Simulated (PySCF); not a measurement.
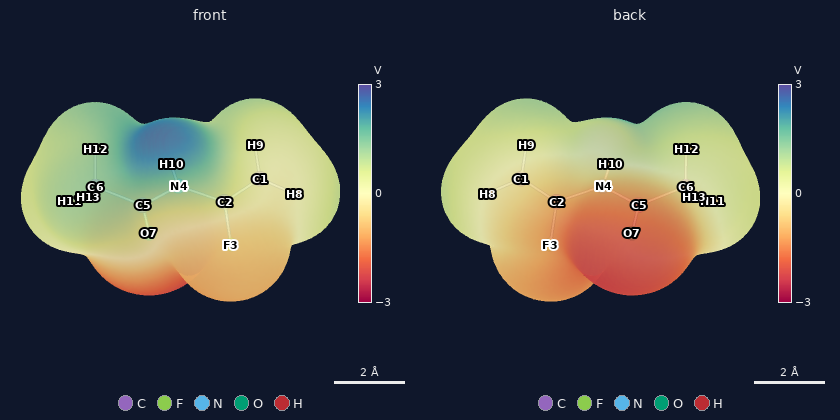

*C₄H₆FNO (SMILES C=C(F)NC(C)=O). The electrostatic potential painted on the density surface at 0.001 e/bohr³, seen from the front and from behind; red is negative and blue positive.*

Geometry: GFN2-xTB.

The calculation used PBE0/pcSseg-1, SCF density, in a dimethylsulfoxide solvent model, non-relativistic in PySCF.

```xyz
13

C    -2.4119    0.6719    0.3277
C    -1.3726    0.4775   -0.4583
F    -1.5352    0.3512   -1.7953
N    -0.0311    0.4043   -0.0644
C     0.6950   -0.7644   -0.1163
C     2.1575   -0.5557    0.2027
O     0.1926   -1.8282   -0.3650
H    -3.4047    0.7299   -0.0770
H    -2.2851    0.7636    1.3889
H     0.4521    1.2696    0.1246
H     2.6581   -1.5190    0.2233
H     2.2678   -0.0695    1.1694
H     2.6174    0.0689   -0.5604
```

### Where is the surface potential most negative and most positive?

The most negative region (about −2.3 V) lies over O7, the most positive (about +2.6 V) over H10. O7 is the likeliest acceptor of a hydrogen bond.

### How polar is the molecule by this calculation?

Its dipole moment is 5.67 D.
